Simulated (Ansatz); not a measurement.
```
CELL_PARAMETERS angstrom
3.38309 -3.38349 0.00000
3.38309 3.38349 0.00000
0.00000 0.00000 4.94292
ATOMIC_POSITIONS crystal
Si 0.00000 0.00000 0.14652
Si 0.50000 0.50000 0.17038
Si 0.50000 0.00000 0.83486
Si 0.00000 0.50000 0.83486
Ni 0.00000 0.00000 0.67339
Pt 0.50000 0.50000 0.68051
Pt 0.50000 0.00000 0.32974
Pt 0.00000 0.50000 0.32974
```

Space group P4mm; a structure generated by program, which may or may not match a known phase; computed without spin polarisation.

Level of theory: Ansatz 0.2.0, DFT PBE, scalar-relativistic, plane waves, PAW.

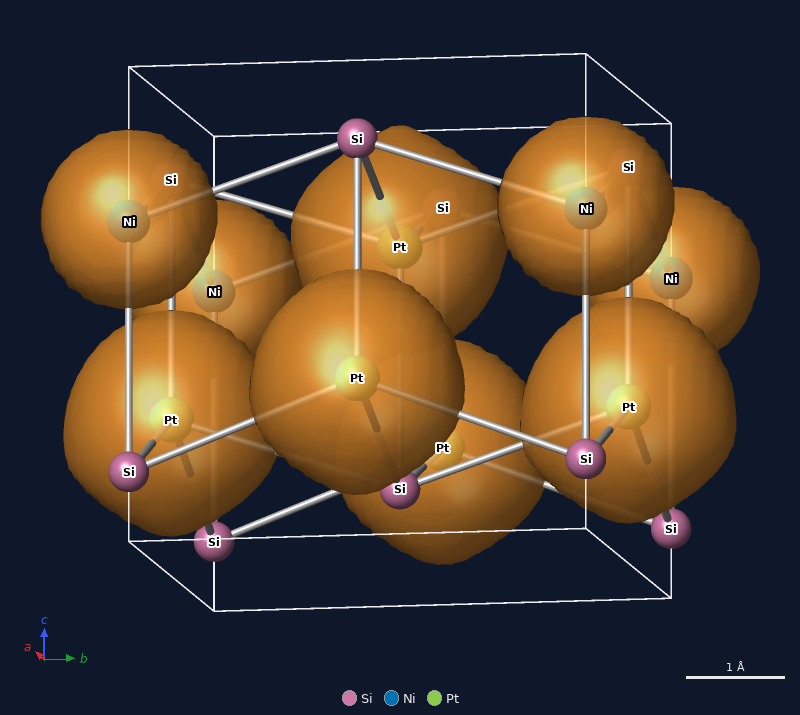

Si$_{4}$NiPt$_{3}$. Isosurface of the valence electron density at 0.6 e/Å³ (orange), seen at an oblique angle. Sticks mark near contacts.

In a PAW calculation such maps are meaningful between the atoms, not at the nuclei.

### What does this surface tell about the bonding?

At this value the density breaks into separate islands; it holds about 70 % of the electrons treated as valence (semicore included). It bridges none of the near contacts. It is pinched off along the shortest Si–Ni (2.34 Å), Si–Pt (2.42 Å), Si–Pt (2.50 Å) and Si–Ni (2.52 Å) contacts. On the grid the lowest density along these lines, outside the cores, is 0.49 e/Å³ (Si–Ni, 2.34 Å), 0.52 e/Å³ (Si–Pt, 2.42 Å), 0.43 e/Å³ (Si–Pt, 2.50 Å) and 0.34 e/Å³ (Si–Ni, 2.52 Å).
